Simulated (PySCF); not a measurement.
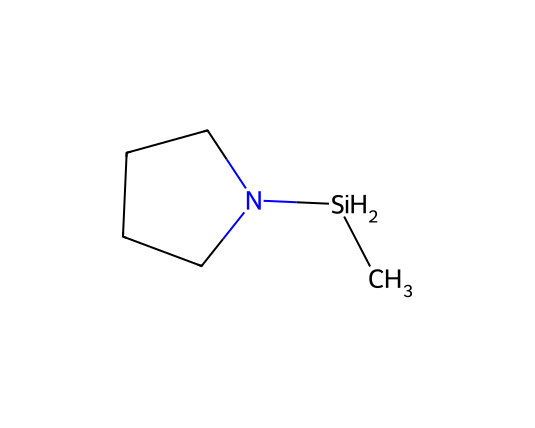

The picture comes from a calculation with PySCF.

Skeletal drawing of a molecule.

**Give its SMILES.**

C[SiH2]N1CCCC1

**What is the molecular formula?**

C5H13NSi.

**An optimisation with PBE0-D3(BJ)/def2-SVP gave a structure of which point group?**

C1. Other conformers may differ.
